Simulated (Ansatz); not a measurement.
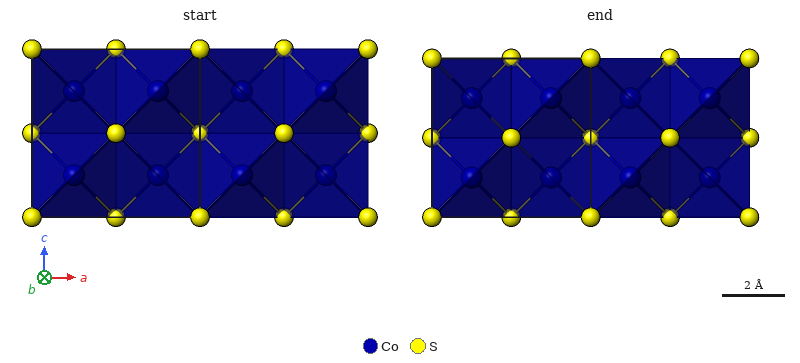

The structure of a crystal of Co2S (built on the fluorite_225 type) (coarse preliminary run) before (left) and after (right) a relaxation, at one scale.

A polyhedral model of the conventional cell (4 times the calculation's cell), repeated 2 × 1 × 1 with one cell outlined, seen along the b axis. Lengths and directions refer to the drawn axes.

Case: fluorite type (Fm-3m, No. 225).

Level of theory: Ansatz, DFT PBE, scalar-relativistic, plane waves, PAW. (plane-wave cutoff 420 eV; k-point mesh 6 × 6 × 6; occupations gaussian; smearing width 0.1 eV; collinear spin; cell and atoms relaxed; force threshold 0.04 eV/Å; at most 70 steps)

Question: Describe what moved and what it gained.

Answer: The atoms keep their places relative to the cell (all moves are under 0.005 Å). The volume changes by −15.7 %, with a = b = c 5.440 → 5.139 Å (−5.5 %). Near-neighbour distances that change, for instance: Co–S 2.355 → 2.225 Å. The space group stays Fm-3m (No. 225). After 4 accepted moves (5 points after the start) the energy has fallen by 181 meV per atom. All forces vanish by symmetry, so only the cell relaxes. Pressure: −23.09 GPa at the start and −0.01 GPa at the end. The SCF was repeated once at an unchanged geometry on a basis and grid sized afresh for the cell, which shifted the energy by 1.2 meV per atom at most. The run took 25 s on 1 thread of Intel(R) Xeon(R) Platinum 8259CL CPU @ 2.50GHz (Skylake/Cascade Lake), with other jobs on the host, peak memory 0.38 GiB.
